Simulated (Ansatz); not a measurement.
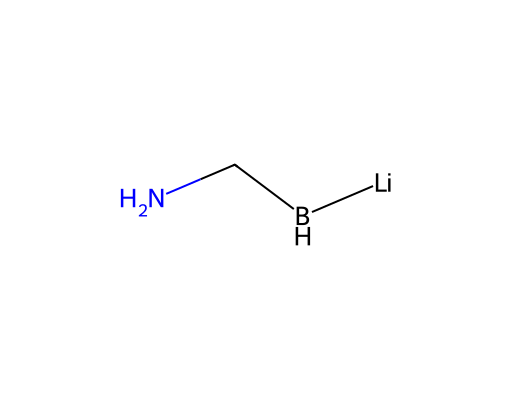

A structural formula.

Write the SMILES.

[Li][BH]CN

What is the molecular formula?

CH5BLiN.

An optimisation with PBE0-D4/def2-TZVP gave a structure of which point group?

C1. Other conformers may differ.

The parts below concern this one geometry. Atoms keep their numbers from picture to picture. The geometry was computed by an optimisation with PBE0-D4/def2-TZVP. No frequency run is at hand to confirm it as a minimum.

## Shape

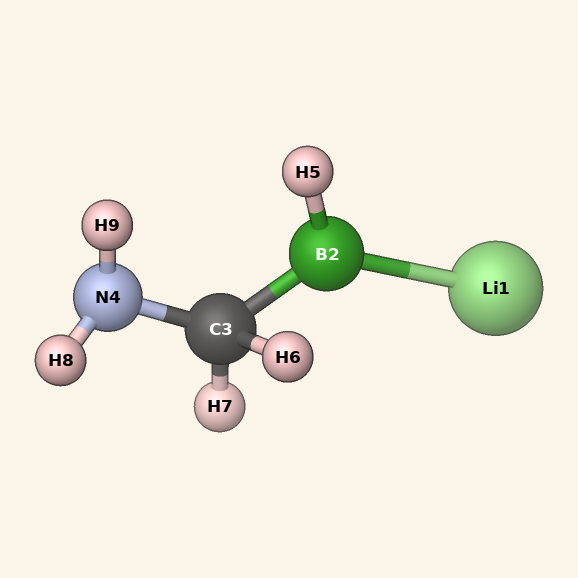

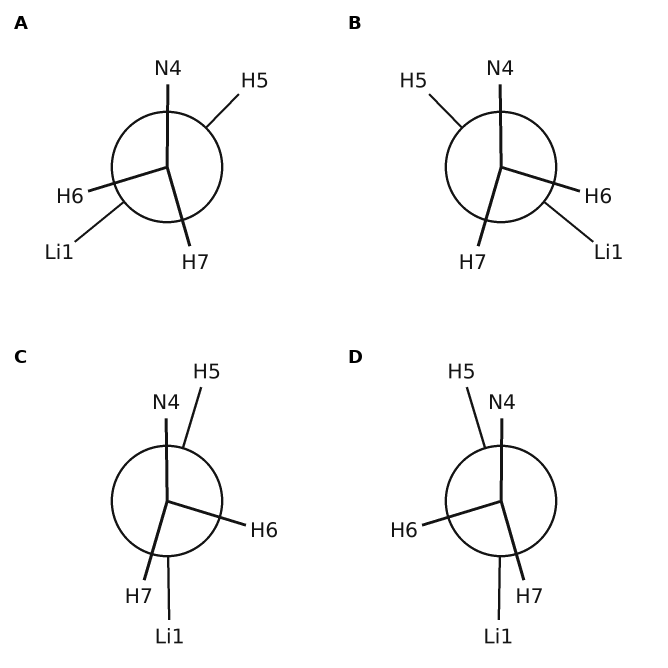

Distant atoms are faded towards the background colour. Bonds that would overlap in a projection are set slightly apart. No frequency run is at hand to confirm it as a minimum.

Which Newman projection shows the view along C3–B2, with C3 in front?

C. The torsion angle N4–C3–B2–Li1 is −170°, antiperiplanar (anti).

## Electronic properties

No frequency run is at hand to confirm it as a minimum. Properties computed with RKS r2SCAN-D4/def2-TZVPP (Ansatz 0.2.0).

Estimate the dispersion correction.

−3.0 kJ/mol.

## Dipole moment

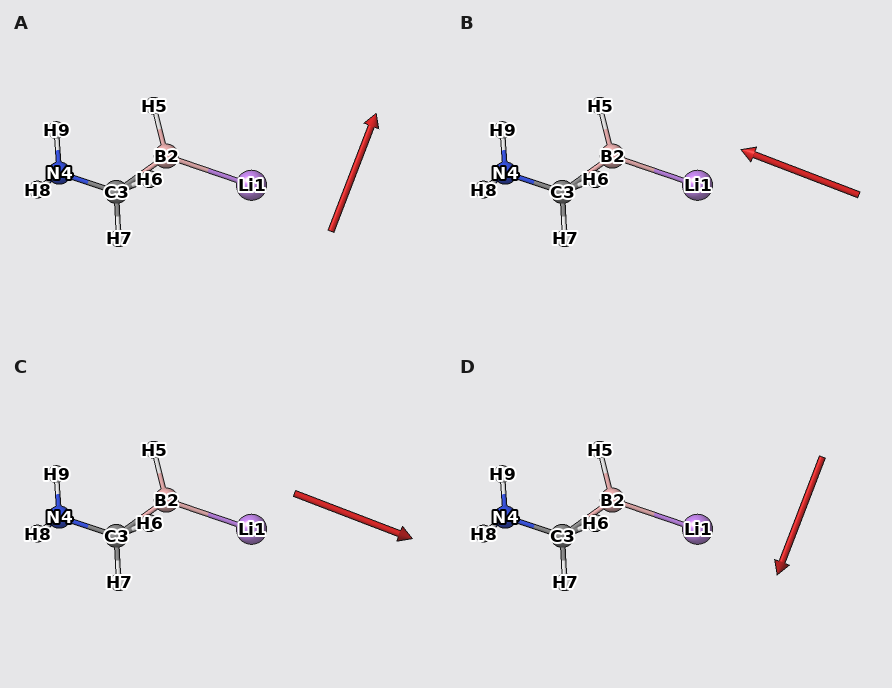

The same molecule four times, each with an arrow. No frequency run is at hand to confirm it as a minimum. Level of theory: RKS PBE0-D4/def2-TZVP (Ansatz 0.2.0).

Which arrow points along the dipole moment, from the negative to the positive end?

C. The dipole moment is 4.43 D; it points from the side of H8, H9 to the side of Li1 (the outermost atoms at the two ends).

## Charges

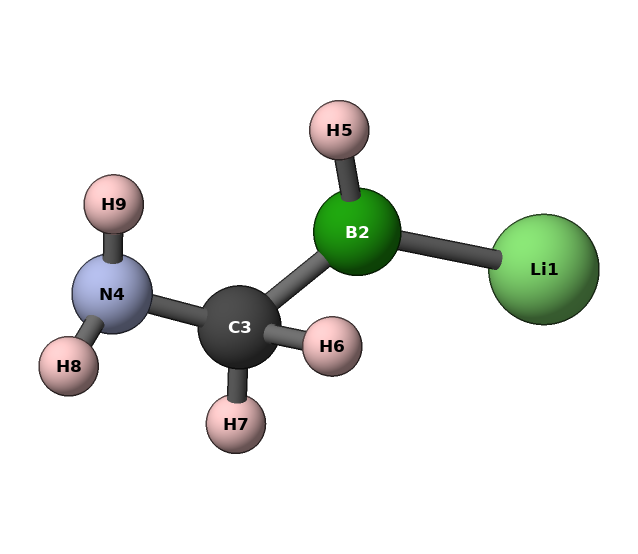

The questions are on Mulliken charges. No frequency run is at hand to confirm it as a minimum. Properties computed with RKS PBE0-D4/def2-TZVP (Ansatz 0.2.0).

Give the Mulliken charges atom by atom.

```csv
atom,value (e)
Li1,0.52
B2,−0.59
C3,−0.11
N4,−0.47
H5,−0.04
H6,0.13
H7,0.13
H8,0.21
H9,0.23
```

Mulliken values depend strongly on the basis set and can even reverse the polarity of a bond.
